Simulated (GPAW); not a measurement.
**Cu K-edge XANES of BaCu2S2 (I4/mmm)**

Aim: the near-edge shape at the Cu K edge of BaCu2S2 (I4/mmm), and what the core hole does to it.

Calculated with GPAW 26.7.0; X-ray absorption from dipole matrix elements to empty bands, plane-wave PAW LDA.

### Step 1. Set-up

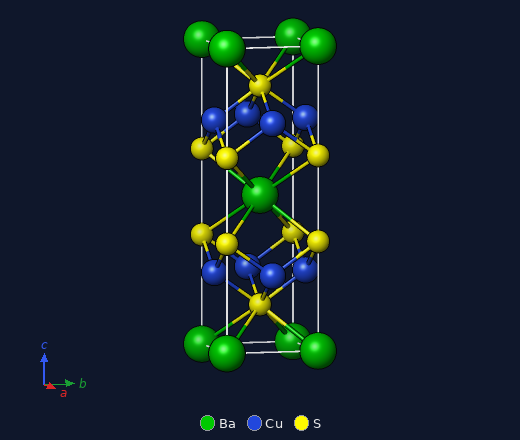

Start, viewed slightly off an axis; barium green, copper blue, sulfur yellow. This picture shows the conventional cell, with its axes. Some periodic images of atoms are drawn too.

### Step 2. Ground state of the crystal

The ground state comes first: it tells whether the system has a gap, which decides how the excited electron is treated.

The input, scf.py:

```python
import numpy as np
from ase import Atoms
from ase.parallel import parprint, paropen
from gpaw import GPAW, PW, FermiDirac, Mixer, MixerDif, setup_paths
from gpaw.test import gen
setup_paths.insert(0, '.')
gen('Cu', name='nch1s', xcname='LDA', corehole=(1, 0, 0), write_xml=True)
from gpaw.mpi import world
world.barrier()

atoms = Atoms('BaCu2S2',
    cell=[[-1.95096482, 1.95096482, 6.32505103],
     [1.95096482, -1.95096482, 6.32505103],
     [1.95096482, 1.95096482, -6.32505103]],
    scaled_positions=[[0, 0, 0],
     [0.25, 0.75, 0.5],
     [0.75, 0.25, 0.5],
     [0.35898888, 0.35898888, 0],
     [0.64101112, 0.64101112, 0]],
    pbc=True)
atoms.calc = calc = GPAW(legacy_gpaw=True, mode=PW(430), xc='LDA', setups={1: 'nch1s'},
    kpts={'size': (9, 9, 9), 'gamma': True}, occupations=FermiDirac(0.05),
    charge=0, mixer=Mixer(0.1, 5, 50), maxiter=150,
    convergence={'density': 0.0001}, txt='scf.txt')
energy = atoms.get_potential_energy() + calc.get_reference_energy()
ef = calc.get_fermi_level()
out = dict(energy=energy, fermi=ef, forces=atoms.get_forces().tolist())
parprint(f'all-electron energy {energy:.4f} eV, Fermi level {ef:.4f} eV')
ev = np.array([[calc.get_eigenvalues(k, s) for k in range(len(calc.get_ibz_k_points()))] for s in range(calc.get_number_of_spins())])
out['homo'], out['lumo'], out['counts'] = ev[ev < ef].max(), ev[ev > ef].min(), sorted(set((ev < ef).sum((0, 2)).tolist()))
out['filled'] = (ev[:, 0] < ef).sum(1).tolist()
import json
with paropen('out.json', 'w') as f:
    json.dump(out, f)
```

Started as:

```
OMP_NUM_THREADS=1 mpirun -n 4 gpaw python scf.py
```

Numbers of over 12 decimals in the logs are rounded to 6 here.

Log:

```text
Input parameters:
  convergence: {density: 0.0001}
  kpts: {gamma: True,
         size: (9, 9, 9)}
  maxiter: 150
  mixer: {backend: pulay,
          beta: 0.1,
          method: separate,
          nmaxold: 5,
          weight: 50}
  mode: {ecut: 430.0,
         name: pw}
  occupations: {fixmagmom: False,
                name: fermi-dirac,
                width: 0.05}
  setups: {1: nch1s}

Initialize ...

[... PAW data sets ...]

Reference energy: -332659.135539  # eV

Spin-paired calculation

[... convergence settings ...]
Symmetries present (total): 8
  [... symmetry matrices ...]

729 k-points: 9 x 9 x 9 Monkhorst-Pack grid
75 k-points in the irreducible part of the Brillouin zone
       k-points in crystal coordinates                weights
   0:     0.00000000    0.00000000    0.00000000          1/729
   1:     0.11111111   -0.11111111    0.00000000          4/729
   2:     0.11111111   -0.11111111    0.11111111          4/729
   3:     0.11111111    0.00000000    0.00000000          8/729
   4:     0.11111111    0.11111111   -0.11111111          2/729
   5:     0.22222222   -0.22222222    0.00000000          4/729
   6:     0.22222222   -0.22222222    0.11111111          8/729
   7:     0.22222222   -0.22222222    0.22222222          4/729
   8:     0.22222222   -0.11111111    0.00000000         16/729
   9:     0.22222222   -0.11111111    0.11111111          8/729
          ...
  74:     0.44444444    0.44444444    0.44444444          8/729

Wave functions: Plane wave expansion
  Cutoff energy: 430.000 eV
  Number of coefficients (min, max): 1930, 1982
  Pulay-stress correction: 0.000000 eV/Ang^3 (de/decut=0.000000)
  Using FFTW library
  Wavefunction extrapolation:
    Improved wavefunction reuse through dual PAW basis

Occupation numbers: Fermi-Dirac:
  width: 0.0500  # eV

Eigensolver
   Davidson(niter=2)

Densities:
  Coarse grid: 35*35*35 grid
  Fine grid: 70*70*70 grid
  Total Charge: 0.000000

Density mixing:
  Method: separate
  Backend: pulay
  Linear mixing parameter: 0.1
  old densities: 5
  Width of damping distribution: 1.1
  Damping of long wavelength oscillations: 50

[... Hamiltonian set-up ...]
Number of atoms: 5
Number of atomic orbitals: 31
Number of bands in calculation: 31
Number of valence electrons: 44
Bands to converge: occupied

... initialized

Initializing position-dependent things.

Density initialized from atomic densities
Creating initial wave functions:
  31 bands from LCAO basis set

       S

       S Cu
            Cu

       Ba

Atomic positions and initial magnetic moments

Positions:
   0 Ba     0.000000    0.000000    0.000000    ( 0.0000,  0.0000,  0.0000)
   1 Cu     1.950965    0.000000    3.162526    ( 0.0000,  0.0000,  0.0000)
   2 Cu     0.000000    1.950965    3.162526    ( 0.0000,  0.0000,  0.0000)
   3 S      0.000000   -0.000000    4.541246    ( 0.0000,  0.0000,  0.0000)
   4 S     -0.000000    0.000000    8.108856    ( 0.0000,  0.0000,  0.0000)

Unit cell:
           periodic     x           y           z      points  spacing
  1. axis:    yes   -1.950965    1.950965    6.325051    35     0.1065
  2. axis:    yes    1.950965   -1.950965    6.325051    35     0.1065
  3. axis:    yes    1.950965    1.950965   -6.325051    35     0.0788

  Lengths:   6.900638   6.900638   6.900638
  Angles:  147.154493 147.154493  47.135085

Effective grid spacing dv^(1/3) = 0.1310

iter:   1   -27.499399
iter:   2   -26.264471   -0.97  -1.29
iter:   3   -25.832432   -1.29  -1.39
iter:   4   -25.775514   -2.43  -1.51
iter:   5   -25.707909   -2.22  -1.68
iter:   6   -25.695616   -2.40  -1.89
iter:   7   -25.691023c  -3.20  -2.40
iter:   8   -25.689276c  -3.82  -2.78
iter:   9   -25.689217c  -4.98  -3.20
iter:  10   -25.689223c  -5.84  -3.36
iter:  11   -25.689204c  -5.76  -3.49
iter:  12   -25.689201c  -6.23  -3.71
iter:  13   -25.689200c  -7.15  -3.94
iter:  14   -25.689201c  -7.42c -4.06c

Converged after 14 iterations.

Dipole moment: (-0.000000, 0.000000, 0.000000) |e|*Ang

Energy contributions relative to reference atoms: (reference = -332659.135539)

Kinetic:         -3.036714
Potential:       +1.703547
External:        +0.000000
XC:             -24.534874
Entropy (-ST):   -0.000294
Local:           +0.178987
SIC:             +0.000000
--------------------------
Free energy:    -25.689348
Extrapolated:   -25.689201

Showing only first 2 kpts
 Kpt  Band  Eigenvalues  Occupancy
  0    20      7.77950    1.98483
  0    21      7.77950    1.98483
  0    22      8.15965    0.12253
  0    23      9.02153    0.00000

  1    20      7.31271    2.00000
  1    21      7.67147    1.99824
  1    22      9.02332    0.00000
  1    23      9.77524    0.00000

Fermi level: 8.02319

Gap: 0.380 eV
Transition (v -> c):
  (s=0, k=0, n=21, [0.00, 0.00, 0.00]) -> (s=0, k=0, n=22, [0.00, 0.00, 0.00])
No difference between direct/indirect transitions

Forces in eV/Ang:
  0 Ba    0.00000    0.00000   -0.00000
  1 Cu    0.00000   -0.00000    0.00000
  2 Cu    0.00000    0.00000    0.00000
  3 S     0.00000    0.00000   -0.13804
  4 S     0.00000    0.00000    0.13804
Scalar-relativistic atomic LDA calculation for Cu (Copper, Z=29)
Core hole in 1s state (1s occupation: 2.0)
600 radial gridpoints.
|------------------------------------------------|
|------------------------------------------------|
[... the atom generator's iteration count ...]

Energy contributions:
-------------------------
Kinetic:    +1675.285700
XC:           -64.895881
Potential:  -3262.312180
-------------------------
Total:      -1651.922361

state      eigenvalue         ekin         rmax
-----------------------------------------------
1s^2.0 :  -324.467727   418.664247        0.034
2s^2.0 :   -38.956231    78.634526        0.197
2p^6.0 :   -33.679353    76.825479        0.158
3s^2.0 :    -4.193271    17.288793        0.614
3p^6.0 :    -2.647366    15.189343        0.619
3d^10.0:    -0.195673     9.285239        0.600
4s^1.0 :    -0.178486     1.169252        2.257
4p^0.0 :    -0.028757     0.396770        3.504
-----------------------------------------------
(units: Bohr and Hartree)

Generating PAW setup
Kinetic energy of the core from tauc = 1596.294566
Cutoffs:
rc(s)=2.200
rc(p)=2.200
rc(d)=2.000
rc(vbar)=1.800
rc(comp)=2.000
rc(nct)=2.200

Kinetic energy of the core states: 1581.264061
Charge: 0.0
Core electrons: 18.0
Valence electrons: 11.0
Pseudo-core charge: 0.387458
Shape function alpha=2.500
Pseudo-electron charge 4.216968
state    eigenvalue         norm
--------------------------------
4s(1) :    -0.178486     1.057125
*s    :     0.821514
4p(0) :    -0.028757     1.001617
*p    :     0.971243
3d(10):    -0.195673     0.277238
*d    :     0.804327
--------------------------------

Diagonalizing with gridspacing h=0.050

state   all-electron     PAW
-------------------------------
4s:      -0.178486    -0.178572
4p:      -0.028757    -0.028678
3d:      -0.195673    -0.196155
*f:                    0.071609
-------------------------------
all-electron energy -332684.8247 eV, Fermi level 8.0232 eV
```

Elapsed: 54 s, on 4 MPI ranks of Arm Neoverse V2, shared host; peak memory 0.26 GiB.

The mesh shows a gap of 0.38 eV, so the hole is first treated in a charged cell, without the excited electron.

### Step 3. Spectrum without a core hole, Cu atom 2

This cheap baseline ignores the attraction of the hole: it shows the absorber's empty states as they are in the ground state. The data set with a hole of occupation 0 only carries the core orbital.

The absorber has 4 S at 2.39 Å (tetrahedral, site symmetry -4m2).

The input, xas.py:

```python
import numpy as np
from ase import Atoms
from ase.parallel import parprint, paropen
from gpaw import GPAW, PW, FermiDirac, Mixer, MixerDif, setup_paths
from gpaw.test import gen
setup_paths.insert(0, '.')
gen('Cu', name='nch1s', xcname='LDA', corehole=(1, 0, 0), write_xml=True)
from gpaw.mpi import world
world.barrier()

atoms = Atoms('BaCu2S2',
    cell=[[-1.95096482, 1.95096482, 6.32505103],
     [1.95096482, -1.95096482, 6.32505103],
     [1.95096482, 1.95096482, -6.32505103]],
    scaled_positions=[[0, 0, 0],
     [0.25, 0.75, 0.5],
     [0.75, 0.25, 0.5],
     [0.35898888, 0.35898888, 0],
     [0.64101112, 0.64101112, 0]],
    pbc=True)
atoms.calc = calc = GPAW(legacy_gpaw=True, mode=PW(430), xc='LDA', setups={1: 'nch1s'},
    kpts={'size': (9, 9, 9), 'gamma': True}, occupations=FermiDirac(0.02),
    charge=0, mixer=Mixer(0.1, 5, 50), maxiter=150,
    convergence={'density': 0.0001}, txt='scf.txt')
energy = atoms.get_potential_energy() + calc.get_reference_energy()
ef = calc.get_fermi_level()
out = dict(energy=energy, fermi=ef, forces=atoms.get_forces().tolist())
parprint(f'all-electron energy {energy:.4f} eV, Fermi level {ef:.4f} eV')
ev = np.array([[calc.get_eigenvalues(k, s) for k in range(len(calc.get_ibz_k_points()))] for s in range(calc.get_number_of_spins())])
out['homo'], out['lumo'], out['counts'] = ev[ev < ef].max(), ev[ev > ef].min(), sorted(set((ev < ef).sum((0, 2)).tolist()))
out['filled'] = (ev[:, 0] < ef).sum(1).tolist()

from ase.units import Ha
from gpaw.xas import dipole_matrix_elements
nb = int(calc.get_number_of_electrons() / 2) + 60
top, nb = nb, nb + 8 + nb // 12
nscf = calc.fixed_density(kpts={'size': (5, 5, 5), 'gamma': True}, nbands=nb,
    convergence={'bands': top, 'eigenstates': 1e-5}, maxiter=60, txt='nscf.txt')
cell = atoms.cell.array
ops = [cell.T @ U.T @ np.linalg.inv(cell.T) for U in nscf.wfs.kd.symmetry.op_scc]
filled = [22]  # bands filled in the ground state, by spin
E = np.arange(-25, 34, 0.1)
fwhm = np.interp(E, [4, 25], [1.55, 3.5])
Y, X, zero, highest = 0, 0, 1e9, 1e9
for spin in range(nscf.get_number_of_spins()):
    wfs = nscf.wfs
    A = dipole_matrix_elements(wfs.setups[1])
    eps = np.zeros((wfs.kd.nibzkpts, nb))
    d = np.zeros((3, A.shape[1], wfs.kd.nibzkpts, nb), complex)
    for kpt in wfs.kpt_u:
        if kpt.s == spin and 1 in kpt.P_ani:
            eps[kpt.k] = kpt.eps_n * Ha
            d[:, :, kpt.k] = (kpt.weight * wfs.nspins / 2) ** 0.5 * np.inner(A, kpt.P_ani[1])
    world.sum(eps)
    world.sum(d)
    T = np.einsum('amkn,bmkn->abkn', d, d.conj()).real
    T = sum(np.einsum('ai,ijkn,bj->abkn', R, T, R) for R in ops) / len(ops)
    empty = np.ones_like(eps, bool) & (np.arange(nb) >= filled[spin])
    zero, highest = min(zero, eps[empty].min()), min(highest, eps[:, top - 1].min())
    lines = [(eps, T, empty)] if spin == 0 else lines + [(eps, T, empty)]
for eps, T, empty in lines:
    f = np.einsum('aakn->akn', T).reshape(3, -1)
    x = eps.ravel() - zero
    w = np.interp(x, E, fwhm) / 2.35482
    g = np.exp(-0.5 * ((E[:, None] - x) / w) ** 2) / (w * (2 * np.pi) ** 0.5)
    Y = Y + (f * empty.ravel()) @ g.T
    X = X + (f * ~empty.ravel()) @ g.T
out.update(E=E.round(2).tolist(), xas=Y.tolist(), xes=X.tolist(), zero=zero, valid=highest - zero, nk=len(eps), nb=nb)
for i in range(0, len(E), 10):
    parprint(f'{E[i]:7.2f}', *(f'{v:10.3e}' for v in Y[:, i]))
import json
with paropen('out.json', 'w') as f:
    json.dump(out, f)
```

Started as:

```
OMP_NUM_THREADS=1 mpirun -n 4 gpaw python xas.py
```

Log:

```text
Input parameters:
  convergence: {density: 0.0001}
  kpts: {gamma: True,
         size: (9, 9, 9)}
  maxiter: 150
  mixer: {backend: pulay,
          beta: 0.1,
          method: separate,
          nmaxold: 5,
          weight: 50}
  mode: {ecut: 430.0,
         name: pw}
  occupations: {fixmagmom: False,
                name: fermi-dirac,
                width: 0.02}
  setups: {1: nch1s}

Initialize ...

[...]
*d    :     0.804327
--------------------------------

Diagonalizing with gridspacing h=0.050

state   all-electron     PAW
-------------------------------
4s:      -0.178486    -0.178572
4p:      -0.028757    -0.028678
3d:      -0.195673    -0.196155
*f:                    0.071609
-------------------------------
all-electron energy -332684.8248 eV, Fermi level 7.9828 eV
[...]
32.00  1.617e-07  1.617e-07  1.800e-07
  33.00  1.601e-07  1.601e-07  1.876e-07
[key lines of the parts left out:]
Converged after 14 iterations.
Dipole moment: (-0.000000, 0.000000, 0.000000) |e|*Ang
Free energy:    -25.689297
Fermi level: 7.98278
```

Elapsed: 83 s, on 4 MPI ranks; peak memory 0.33 GiB; 5.5 min of CPU time.

The Cu K spectrum, Cu atom 2, no core hole (energy from the lowest empty level; intensity scaled to a mean of 1 over the first 20 eV; polarised curves are means over the symmetry-equivalent atoms):

```csv
E (eV),isotropic,ε ⊥ c,ε ∥ c
-2.0,0.00,0.00,0.00
-0.5,0.00,0.00,0.01
1.0,0.08,0.07,0.10
2.5,0.35,0.33,0.38
4.0,0.64,0.69,0.54
5.5,0.85,0.82,0.92
7.0,1.37,1.34,1.42
8.5,1.18,1.07,1.40
10.0,1.12,1.08,1.21
11.5,1.19,1.24,1.08
13.0,1.26,1.36,1.08
14.5,1.33,1.41,1.17
16.0,1.22,1.26,1.14
17.5,1.24,1.23,1.24
19.0,1.25,1.21,1.34
20.5,1.25,1.22,1.30
22.0,1.29,1.31,1.27
23.5,1.20,1.20,1.21
25.0,1.15,1.12,1.21
26.5,1.21,1.22,1.19
28.0,1.24,1.31,1.11
29.5,1.14,1.19,1.04
31.0,1.03,1.02,1.05
```

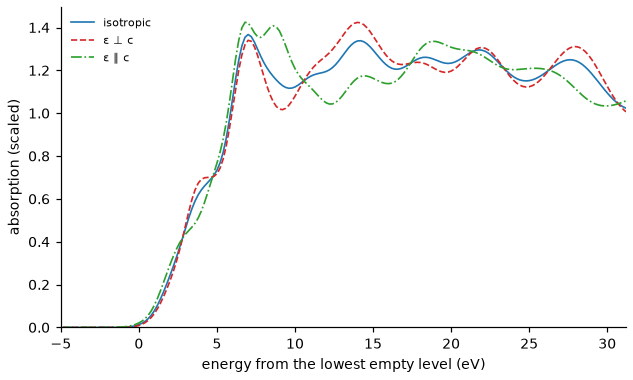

The Cu K edge, Cu atom 2, no core hole: main maxima at 7.0, 14.2 and 21.8 eV.

Main maxima below 30 eV (height): 7.0 eV (1.37), 14.2 eV (1.34), 18.4 eV (1.26), 21.8 eV (1.30) and 27.6 eV (1.25). A K edge sees empty p states on the absorber.

The same matrix elements for filled bands give the Cu K emission of Cu atom 2 (ground-state approximation; energy from the lowest empty level, largest value 1):

```csv
E (eV),emission
-24.0,0.00
-22.5,0.00
-21.0,0.00
-19.5,0.00
-18.0,0.00
-16.5,0.00
-15.0,0.03
-13.5,0.15
-12.0,0.07
-10.5,0.00
-9.0,0.00
-7.5,0.01
-6.0,0.29
-4.5,1.00
-3.0,0.39
-1.5,0.45
0.0,0.11
1.5,0.00
3.0,0.00
```

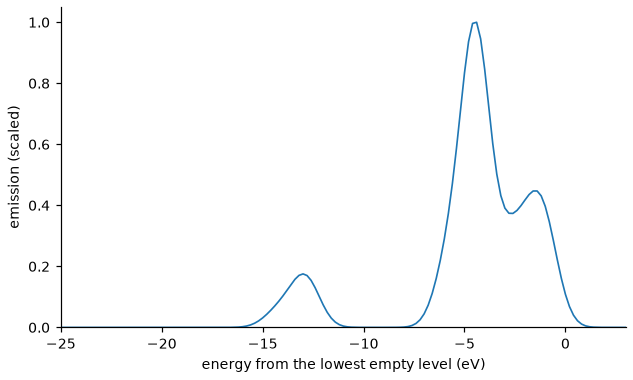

X-ray emission from the filled bands.

Emission maxima: -13.0 eV (0.18), -4.4 eV (1.00) and -1.4 eV (0.45).

### Step 4. Reference energy of the supercell

The photon energy needs a difference of total energies, so the cell and mesh of the coming hole run are first run without a hole.

scf.py: that of step 2 with these lines changed.

```diff
@@ -10,14 +10,29 @@
 
-atoms = Atoms('BaCu2S2',
-    cell=[[-1.95096482, 1.95096482, 6.32505103],
-     [1.95096482, -1.95096482, 6.32505103],
-     [1.95096482, 1.95096482, -6.32505103]],
+atoms = Atoms('Ba4Cu8S8',
+    cell=[[1.95096482, -1.95096482, -6.32505103],
+     [-7.80385929, 0, 0],
+     [0, 7.80385929, 0]],
     scaled_positions=[[0, 0, 0],
-     [0.25, 0.75, 0.5],
-     [0.75, 0.25, 0.5],
-     [0.35898888, 0.35898888, 0],
-     [0.64101112, 0.64101112, 0]],
+     [0, 0.5, 0],
+     [0, 0.5, 0.5],
+     [0, 0, 0.5],
+     [0.5, 0.625, 0.875],
+     [0.5, 0.125, 0.875],
+     [0.5, 0.125, 0.375],
+     [0.5, 0.625, 0.375],
+     [0.5, 0.875, 0.125],
+     [0.5, 0.375, 0.125],
+     [0.5, 0.375, 0.625],
+     [0.5, 0.875, 0.625],
+     [0.28202224, 0.82050556, 0.82050556],
+     [0.28202224, 0.32050556, 0.82050556],
+     [0.28202224, 0.32050556, 0.32050556],
+     [0.28202224, 0.82050556, 0.32050556],
+     [0.71797776, 0.67949444, 0.67949444],
+     [0.71797776, 0.17949444, 0.67949444],
+     [0.71797776, 0.17949444, 0.17949444],
+     [0.71797776, 0.67949444, 0.17949444]],
     pbc=True)
-atoms.calc = calc = GPAW(legacy_gpaw=True, mode=PW(430), xc='LDA', setups={1: 'nch1s'},
-    kpts={'size': (9, 9, 9), 'gamma': True}, occupations=FermiDirac(0.05),
+atoms.calc = calc = GPAW(legacy_gpaw=True, mode=PW(430), xc='LDA', setups={4: 'nch1s'},
+    kpts={'size': (2, 2, 2), 'gamma': True}, occupations=FermiDirac(0.02),
     charge=0, mixer=Mixer(0.1, 5, 50), maxiter=150,
```

Started as:

```
OMP_NUM_THREADS=1 mpirun -n 4 gpaw python scf.py
```

Log:

```text
Input parameters:
  convergence: {density: 0.0001}
  kpts: {gamma: True,
         size: (2, 2, 2)}
  maxiter: 150
  mixer: {backend: pulay,
          beta: 0.1,
          method: separate,
          nmaxold: 5,
          weight: 50}
  mode: {ecut: 430.0,
         name: pw}
  occupations: {fixmagmom: False,
                name: fermi-dirac,
                width: 0.02}
  setups: {4: nch1s}

Initialize ...

[...]
*s    :     0.821514
4p(0) :    -0.028757     1.001617
*p    :     0.971243
3d(10):    -0.195673     0.277238
*d    :     0.804327
--------------------------------

Diagonalizing with gridspacing h=0.050

state   all-electron     PAW
-------------------------------
4s:      -0.178486    -0.178572
4p:      -0.028757    -0.028678
3d:      -0.195673    -0.196155
*f:                    0.071609
-------------------------------
all-electron energy -1330739.1528 eV, Fermi level 7.9796 eV
[key lines of the parts left out:]
Converged after 18 iterations.
Dipole moment: (0.000000, -0.000000, 0.000000) |e|*Ang
Free energy:   -102.610699
Fermi level: 7.97964
```

Elapsed: 70 s, on 4 MPI ranks; peak memory 0.4 GiB.

Reference energy: -1330739.153 eV with the cores included.

(Part 1 of 3 ends here.)

[Banner, clock and machine lines of the logs are left out without a mark of their own.]

[Logs are printed without paths, hosts, clocks, repeated set-up lines and the standing remarks that a program may print on its own settings, such as how far it seeks lower states.]

[Hosts, paths, dates, database ids (printed as entryN), source tags and the programs' standing remarks are cut or masked in the printed files.]

[Lists of maxima count a maximum above −3 eV only where it reaches 4 % of the highest in the window and stands out from its surroundings by 2 % of it (1.5 % where it reaches 55 %); shoulders and weaker maxima are passed over, and of the rest the first, up to two pre-edge ones and the few strongest are named.]
